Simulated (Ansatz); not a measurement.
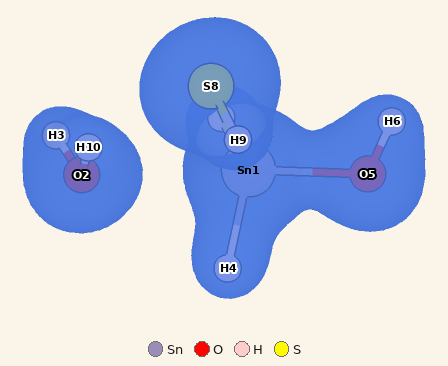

H4OSSn···H2O. Isosurface of the electron density at 0.3 e/Å³ (blue), seen from one side.

Core potentials replace the inner electrons of Sn.

Computed with RKS PBE0-D4/def2-SVP in Ansatz.

```xyz
10

Sn   -0.1582    0.4496   -0.0099
O     0.5291   -0.5371    2.5108
H    -0.2307   -0.6762    3.0878
H     1.1713   -0.5572   -0.3174
O    -0.4646    1.1776   -1.8432
H    -1.1305    1.8742   -1.8587
H    -1.6531   -0.1463    0.5647
S     0.3777    2.4145    1.3637
H     1.5411    2.6549    0.7213
H     0.8025    0.3759    2.6997
```

**What does this surface tell about the bonding?**

At this value the surface falls into two separate pieces. It bridges the sampled Sn–O (2.00 Å), Sn–S (2.46 Å) and O–H (0.96 Å) contacts, where the density stays above the isovalue. It is pinched off along the sampled Sn···O (2.79 Å) contacts. On the grid the lowest density along these lines, outside the cores, is 0.14 e/Å³ (Sn···O, 2.79 Å), 0.7 e/Å³ (Sn–O, 2.00 Å), 0.49 e/Å³ (Sn–S, 2.46 Å) and 2.4 e/Å³ (O–H, 0.96 Å).
